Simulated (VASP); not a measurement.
Band structure of ZnSe (space group F-43m). Level of theory: LDA (Ceperley-Alder, Perdew-Zunger), VASP's LDA PAW potentials (set 64) (plane waves; VASP).

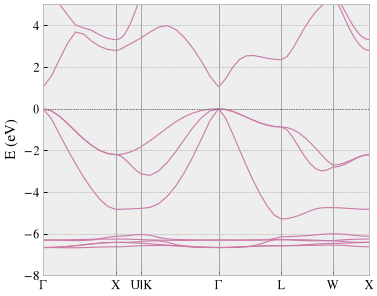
Figure. Bands along high-symmetry lines, zero at the valence-band maximum or, without a gap, the Fermi level

**Question.** Read the plot: is there a gap, and where are the band edges?

**Answer.** The gap is direct, 1.05 eV, from the valence maximum at Γ to the conduction minimum at Γ.

The structure is a typed ZnSe crystal. The cell was not relaxed at this level.
